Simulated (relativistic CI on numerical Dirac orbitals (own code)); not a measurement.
# Relativistic CI calculation for Mo⁵⁺

Mo⁵⁺. Computed at this level: Dirac-Coulomb-Breit CI, KLI orbitals optimised for each configuration, model QED (radiative potential, 1s self-energy scaled to tabulated hydrogen-like ionisation energies), one configuration in a parametric crystal field (relativistic CI on numerical Dirac orbitals, in-house).

## Key numbers

| quantity | value |
| --- | --- |
| outcome | converged |
| levels computed | 5 |
| hardware | 1 CPU thread, shared host |

## Input
```
atom Mo  Z=42  charge=5  electrons=37
nucleus A=98  rms_radius_fm=4.4091
hamiltonian dirac-coulomb  breit=on  qed=on  c_scale=1
orbitals kli  potential=per-configuration
slater_scale 1
correlation none
mixing on
configurations
  [Kr] 4d
end
crystal_field D3d 10Dq=43050 Dsigma=160 Dtau=-390
```

The program writes its results to a structured record and prints no log; tables and figures of this report are taken from that record.

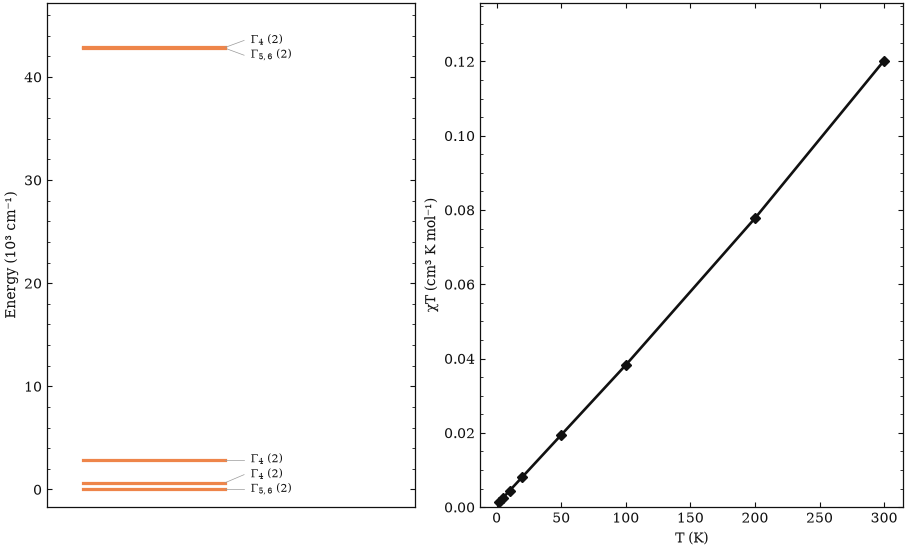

**Figure 1.** Mo⁵⁺ (4d) in a field of D3d symmetry with 10Dq = 43,050, Dσ = 160, Dτ = −390 cm⁻¹. Labels give the double-group representation and, in brackets, the degeneracy; the lowest 5 of 5 levels are drawn. One open-shell configuration in a parametric field without covalency; powder susceptibility by Van Vleck's formula. The ground level is Γ₅,₆, a Kramers doublet, with total spin S = 0.50 (from expectation values); its principal g values, for an effective spin of 1/2, are 0.00, 0.00 and 0.14. The next level lies at 652 cm⁻¹ (Γ₄). The field lowers the ground state by 16,400 cm⁻¹ against the free ion. χT is close to 0 cm³ K mol⁻¹ at 2 K, 0.0194 at 50 K and 0.120 at 300 K, an effective moment of 0.98 μB at room temperature.
